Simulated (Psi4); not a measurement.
# MoCl2O2 (molybdenum dichloride dioxide): r2SCAN/def2-SVP (core potential)

What is the vertical singlet–triplet gap of MoCl2O2 (molybdenum dichloride dioxide) at r2SCAN/def2-SVP (core potential)? 

The calculation is run with Psi4 1.11.

10 further runs of the same task are left out: 8 that didn't finish, 2 set aside as unsound or not needed.

## 1. The structure to begin with

MoCl2O2 has 5 atoms, charge 0, and is taken as a singlet. As SMILES, `O=[Mo](=O)(Cl)Cl`. The coordinates come from a PBE0-D4/def2-TZVP relaxation.

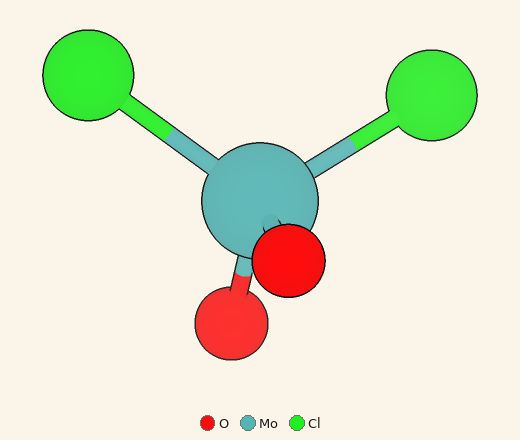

Viewed from a chosen angle; oxygen red, molybdenum teal, chlorine green.

## 2. Energy and gradient at r2SCAN/def2-SVP (core potential)

cl2moo2.xyz reads:

```xyz
5
Cl2MoO2
O      0.160790    -0.193810     1.710330
Mo     0.067390    -0.061640     0.055230
O      1.227030    -1.074450    -0.573270
Cl    -1.960190    -0.720580    -0.637400
Cl     0.504990     2.050480    -0.554890
```

job.py reads:

```python
import psi4

psi4.set_memory('2200 MB')
psi4.set_num_threads(1)
psi4.set_output_file('psi4.out', False)

with open('cl2moo2.xyz') as f:
    atoms = ''.join(f.readlines()[2:])
molecule = psi4.geometry('0 1\n' + atoms + 'symmetry c1\nno_reorient\nno_com')

psi4.set_options({
    'basis': 'def2-SVP',
    'reference': 'rks',
    'puream': True,
    'e_convergence': 1e-09,
    'd_convergence': 1e-08,
    'scf_type': 'pk',
    'dft_radial_points': 99,
    'dft_spherical_points': 590,
})

E, wfn = psi4.gradient('r2scan', return_wfn=True)
psi4.oeprop(wfn, 'LOWDIN_CHARGES', 'DIPOLE', 'MULLIKEN_CHARGES', title='R2SCAN')
print('gradient / Eh bohr^-1')
print(E.np.round(6))
print(f'energy = {wfn.energy():.10f} Eh')
for k, v in sorted(psi4.core.scalar_variables().items()):
    print(f'{k:45s} {v:18.10f}')
```

The run is started by

```
$ python job.py
```

psi4.out, cut to the lines that bear on the results:

```text
[...]
    !!!  WARNING: ECP capability is in beta. Please check occupations closely.  !!!
[...]
  Running in c1 symmetry.
[...]
  Nuclear repulsion =  327.309723448332477
[...]
  Multiplicity = 1
[...]
  Nalpha       = 32
  Nbeta        = 32
[...]
    Number of basis functions: 95
[...]
   @RKS iter   1: -1137.78872554868258    3.64399e-01   1.56441e-02 ADIIS/DIIS
[...]
   @RKS iter  15: -1138.76300558596131   -5.68434e-12   5.54599e-09 DIIS
[...]
    Orbital Energies [Eh]
    ---------------------
    Doubly Occupied:
       1A   -101.209591     2A   -101.209565     3A    -19.030424
       4A    -19.030421     5A     -9.410482     6A     -9.410470
       7A     -7.157512     8A     -7.157504     9A     -7.153559
      10A     -7.153549    11A     -7.152525    12A     -7.152519
      13A     -2.669158    14A     -1.693172    15A     -1.683867
      16A     -1.670253    17A     -0.916112    18A     -0.908795
      19A     -0.811880    20A     -0.807344    21A     -0.446196
      22A     -0.436584    23A     -0.431173    24A     -0.426915
      25A     -0.414319    26A     -0.390589    27A     -0.363564
      28A     -0.344549    29A     -0.342811    30A     -0.332522
      31A     -0.331801    32A     -0.323028
[...]
  @RKS Final Energy: -1138.76300558596131
   => Energetics <=
    Nuclear Repulsion Energy =            327.3097234483324769
    One-Electron Energy =               -2244.4365360365673041
    Two-Electron Energy =                 859.7244749684758744
    DFT Exchange-Correlation Energy =     -81.3606679662024419
    Empirical Dispersion Energy =           0.0000000000000000
    VV10 Nonlocal Energy =                  0.0000000000000000
    Total Energy =                      -1138.7630055859613094
[...]
  -Total Gradient:
     Atom            X                  Y                   Z
    ------   -----------------  -----------------  -----------------
       1       -0.001420670924     0.001731602841    -0.015461752204
       2        0.007061189878    -0.006473838740     0.005796314782
       3       -0.011074675226     0.009701208892     0.005215293893
       4        0.006671475193     0.002299937837     0.002227284761
       5       -0.001564873910    -0.006958706046     0.001954136099
[...]
 Multipole Moments:
 ------------------------------------------------------------------------------------
     Multipole            Electronic (a.u.)      Nuclear  (a.u.)        Total (a.u.)
 ------------------------------------------------------------------------------------
 L = 1.  Multiply by 2.5417464519 to convert [e a0] to [Debye]
 Dipole X            :         23.6952290          -23.9851221           -0.2898930
 Dipole Y            :        -21.6545053           21.9194247            0.2649193
 Dipole Z            :         19.4141814          -19.6516966           -0.2375152
 Magnitude           :                                                    0.4589485
[...]
  Mulliken Charges: (a.u.)
   Center  Symbol    Alpha    Beta     Spin     Total
       1     O     4.15198  4.15198  0.00000 -0.30396
       2    MO     6.51779  6.51779  0.00000  0.96441
       3     O     4.15198  4.15198  0.00000 -0.30396
       4    CL     8.58913  8.58913  0.00000 -0.17826
       5    CL     8.58911  8.58911  0.00000 -0.17823
   Total alpha = 32.00000, Total beta = 32.00000, Total charge =  0.00000
  Lowdin Charges: (a.u.)
   Center  Symbol    Alpha    Beta     Spin     Total
       1     O     4.03587  4.03587  0.00000 -0.07174
[...]
```

On the terminal:

```text
gradient / Eh bohr^-1
[[-0.001421  0.001732 -0.015462]
 [ 0.007061 -0.006474  0.005796]
 [-0.011075  0.009701  0.005215]
 [ 0.006671  0.0023    0.002227]
 [-0.001565 -0.006959  0.001954]]
energy = -1138.7630055860 Eh
CURRENT ENERGY                                  -1138.7630055860
CURRENT REFERENCE ENERGY                        -1138.7630055860
DD SOLVATION ENERGY                                 0.0000000000
DFT FUNCTIONAL TOTAL ENERGY                     -1138.7630055860
DFT TOTAL ENERGY                                -1138.7630055860
DFT VV10 ENERGY                                     0.0000000000
DFT XC ENERGY                                     -81.3606679662
GRID ELECTRONS ALPHA                               31.9999989680
GRID ELECTRONS BETA                                31.9999989680
GRID ELECTRONS TOTAL                               63.9999979361
NUCLEAR REPULSION ENERGY                          327.3097234483
ONE-ELECTRON ENERGY                             -2244.4365360366
PCM POLARIZATION ENERGY                             0.0000000000
PE ENERGY                                           0.0000000000
SCF ITERATION ENERGY                            -1138.7630055860
SCF ITERATIONS                                     15.0000000000
SCF TOTAL ENERGY                                -1138.7630055860
TWO-ELECTRON ENERGY                               859.7244749685
XC GRID RADIAL POINTS                              99.0000000000
XC GRID SPHERICAL POINTS                          590.0000000000
XC GRID TOTAL POINTS                           279733.0000000000
```

It took 26 s on 1 thread of Intel Xeon 6975P-C (Granite Rapids), shared host; peak memory 1.1 GiB.

## 3. The triplet

cl2moo2.xyz is that of step 2.

calc.py reads:

```python
import psi4

psi4.set_memory(2200000000)
psi4.set_num_threads(1)
psi4.core.set_output_file('run.log', False)

with open('cl2moo2.xyz') as f:
    atoms = ''.join(f.readlines()[2:])
molecule = psi4.geometry('0 3\n' + atoms + 'symmetry c1\nno_reorient\nno_com')

psi4.set_options({
    'basis': 'def2-SVP',
    'reference': 'uks',
    'puream': True,
    'e_convergence': 1e-09,
    'd_convergence': 1e-08,
    'scf_type': 'pk',
    'dft_radial_points': 99,
    'dft_spherical_points': 590,
    'maxiter': 100,
})

result = psi4.gradient('r2scan', molecule=molecule)
print('gradient / Eh bohr^-1')
print(result.np.round(6))
```

The run is started by

```
$ python calc.py
```

run.log, cut to the lines that bear on the results:

```text
[...]
    !!!  WARNING: ECP capability is in beta. Please check occupations closely.  !!!
[...]
  Running in c1 symmetry.
[...]
  Nuclear repulsion =  327.309723448332477
[...]
  Multiplicity = 3
[...]
  Nalpha       = 33
  Nbeta        = 31
[...]
    Number of basis functions: 95
[...]
   @UKS iter   1: -1137.78771878677162    3.65406e-01   1.43772e-02 ADIIS/DIIS
[...]
   @UKS iter  25: -1138.61900459740923   -4.09273e-12   8.37945e-09 DIIS
[...]
   @S^2 Observed:                2.014264202E+00
[...]
  @UKS Final Energy: -1138.61900459740923
   => Energetics <=
    Nuclear Repulsion Energy =            327.3097234483324769
    One-Electron Energy =               -2244.7269660168512928
    Two-Electron Energy =                 860.2233712969402859
    DFT Exchange-Correlation Energy =     -81.4251333258307000
    Empirical Dispersion Energy =           0.0000000000000000
    VV10 Nonlocal Energy =                  0.0000000000000000
    Total Energy =                      -1138.6190045974092300
[...]
 Multipole Moments:
 ------------------------------------------------------------------------------------
     Multipole            Electronic (a.u.)      Nuclear  (a.u.)        Total (a.u.)
 ------------------------------------------------------------------------------------
 L = 1.  Multiply by 2.5417464519 to convert [e a0] to [Debye]
 Dipole X            :         24.0583335          -23.9851221            0.0732114
 Dipole Y            :        -21.9862984           21.9194247           -0.0668737
 Dipole Z            :         19.7116531          -19.6516966            0.0599564
 Magnitude           :                                                    0.1158740
[...]
  -Total Gradient:
     Atom            X                  Y                   Z
    ------   -----------------  -----------------  -----------------
       1        0.001976988218     0.001250035927    -0.101299991324
       2        0.046451271159    -0.042452243118     0.038060191442
       3       -0.067538123923     0.058663456132     0.047583319099
       4        0.020470695390     0.003814558947     0.008087224634
       5       -0.001630991544    -0.021027972595     0.007347528139
[...]
```

Standard output:

```text
gradient / Eh bohr^-1
[[ 0.001977  0.00125  -0.1013  ]
 [ 0.046451 -0.042452  0.03806 ]
 [-0.067538  0.058663  0.047583]
 [ 0.020471  0.003815  0.008087]
 [-0.001631 -0.021028  0.007348]]
```

Run time: 53 s. Hardware: 1 thread of Intel Xeon 6975P-C (Granite Rapids), shared host; peak memory 1.1 GiB.

## 4. What came out

Level: r2SCAN/def2-SVP (core potential).

| quantity | value |
| --- | --- |
| singlet: total energy | -1138.76301 Eh |
| singlet: dipole moment | 1.17 D |
| singlet: HOMO energy | -8.79 eV |
| singlet: LUMO energy | -4.48 eV |
| singlet: HOMO–LUMO gap | 4.31 eV |
| singlet: largest force on an atom | 0.803 eV/Å |
| triplet: total energy | -1138.61900 Eh |
| triplet: dipole moment | 0.29 D |
| triplet: HOMO energy (highest over α and β) | -4.76 eV |
| triplet: ⟨S²⟩ | 2.014 |
| triplet: largest force on an atom | 5.210 eV/Å |
| vertical energy of the triplet above the singlet | 3.918 eV |

At this shape the triplet lies 3.92 eV (90 kcal/mol) above the singlet. The largest force (singlet) is 0.80 eV/Å: the shape isn't a stationary point for this species at this level.
